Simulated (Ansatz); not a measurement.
**CHFGaN (SMILES N#[C][GaH][F]): r2SCAN/cc-pVDZ**

What is the energy change on altering one bond length of CHFGaN at r2SCAN/cc-pVDZ? 

The calculation is run with Ansatz 0.2.0.

126 further runs of the same task are left out: 126 set aside as unsound or not needed.

**1. Starting point**

The species is CHFGaN (5 atoms), meant as a singlet with charge 0. As SMILES, `N#[C][GaH][F]`. The shape is that of a PBE0-D4/def2-TZVP optimisation.

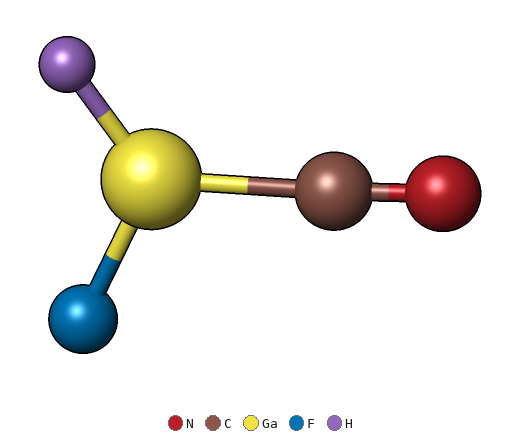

Viewed from a chosen angle; nitrogen red, carbon brown, gallium yellow, fluorine blue, hydrogen purple.

**2. A single-point energy at r2SCAN/cc-pVDZ**

Input file input.yaml:

```yaml
crystal:
  periodic: [false, false, false]
  atoms:
    - {symbol: "N", position_ang: [1.214000, -1.657200, 1.266000]}
    - {symbol: C, position_ang: [0.641000, -0.864700, 0.656300]}
    - {symbol: Ga, position_ang: [-0.259700, 0.519000, -0.345500]}
    - {symbol: F, position_ang: [-1.724700, -0.053500, -1.092600]}
    - {symbol: H, position_ang: [0.179200, 1.982700, -0.525600]}
basis:
  gaussian:
    orbitals: cc-pVDZ
output:
  orbitals: {seedname: orbitals}
hamiltonian:
  xc: {name: r2SCAN}
accuracy: high
```

The run is started by

```sh
$ ansatz run input.yaml --threads 1 --pin off --max-ram 3480MiB --events-out events.jsonl --progress --plain --runs-dir runs
```

Log:

```text
Warning: RAYON_NUM_THREADS=1 ignored (pool sized by the plan → 1); use --threads N
Functional definition: r2SCAN
  name "r2SCAN"
  parameter k0 = 0.174
  parameter k1 = 0.065
  parameter a1 = 4.9479
  exchange = r2scan_x(k0 = k0, k1 = k1, a1 = a1)
  correlation = r2scan_c
1569 factors; integrals over basis functions are off by at most 4.4e-9 eV
mean field evaluation 1: about -57629.2744 eV, gradient 5.2e1 eV
mean field evaluation 2: about -57601.8311 eV, gradient 1.2e2 eV
mean field evaluation 4: about -57634.5849 eV, gradient 1.3e1 eV
mean field evaluation 8: about -57634.9167 eV, gradient 8.5e-1 eV
mean field evaluation 16: about -57634.9190 eV, gradient 1.8e-5 eV
mean field -57634.91898056 eV, -2118.0442061843 hartree, gradient 6.2e-8 eV, S^2 0.000000; 0 other end points of the search recorded, 0 dependent functions left out
reference -57634.91898142 eV, -2118.0442062159 hartree; 27, 27 occupied and 47, 47 virtual orbitals, 1569 factors
Total energy: -57634.91898142 eV, -2118.0442062159 hartree
```

It took 9.6 s on 1 thread of Arm Neoverse V2, shared host; peak memory 0.22 GiB.

**3. The distorted shape**

Input file input.yaml:

```yaml
crystal:
  periodic: [false, false, false]
  atoms:
    - {symbol: "N", position_ang: [1.148155, -1.876790, 1.293019]}
    - {symbol: C, position_ang: [0.575155, -1.084290, 0.683319]}
    - {symbol: Ga, position_ang: [-0.325545, 0.299410, -0.318481]}
    - {symbol: F, position_ang: [-1.790545, -0.273090, -1.065581]}
    - {symbol: H, position_ang: [0.179200, 1.982700, -0.525600]}
basis:
  gaussian: {orbitals: cc-pVDZ}
hamiltonian: {xc: {name: r2SCAN}}
accuracy: high
output: {orbitals: {seedname: orbitals}}
```

The run is started by

```sh
$ ansatz run input.yaml --threads 1 --pin off --max-ram 3480MiB --events-out events.jsonl --progress --plain --runs-dir runs
```

Log:

```text
Warning: RAYON_NUM_THREADS=1 ignored (pool sized by the plan → 1); use --threads N
[... 7 set-up lines as earlier in the session ...]
1564 factors; integrals over basis functions are off by at most 4.4e-9 eV
mean field evaluation 1: about -57628.9108 eV, gradient 5.2e1 eV
mean field evaluation 2: about -57598.1731 eV, gradient 1.3e2 eV
mean field evaluation 4: about -57634.1807 eV, gradient 1.4e1 eV
mean field evaluation 8: about -57634.6047 eV, gradient 1.9e-1 eV
mean field evaluation 16: about -57634.6048 eV, gradient 6.2e-6 eV
mean field -57634.60483425 eV, -2118.0326615206 hartree, gradient 2.5e-8 eV, S^2 0.000000; 0 other end points of the search recorded, 0 dependent functions left out
reference -57634.60483510 eV, -2118.0326615518 hartree; 27, 27 occupied and 47, 47 virtual orbitals, 1564 factors
Total energy: -57634.60483510 eV, -2118.0326615518 hartree
```

It took 9.6 s on 1 thread of Arm Neoverse V2, shared host; peak memory 0.21 GiB.

**4. Results**

At r2SCAN/cc-pVDZ:

```
                                                          quantity           value
                                         first shape: total energy  -2118.04421 Eh
                                          first shape: HOMO energy        -8.73 eV
                                          first shape: LUMO energy        -3.04 eV
                                        first shape: HOMO–LUMO gap         5.69 eV
                                     distorted shape: total energy  -2118.03266 Eh
                                      distorted shape: HOMO energy        -8.65 eV
                                      distorted shape: LUMO energy        -3.08 eV
                                    distorted shape: HOMO–LUMO gap         5.57 eV
energy change with the Ga3–H5 bond stretched from 1.539 to 1.770 Å        0.314 eV
```

With the Ga3–H5 bond stretched from 1.539 to 1.770 Å the energy rises by 0.31 eV (30.3 kJ/mol). The first shape isn't relaxed at this level, so the change isn't measured from a minimum.
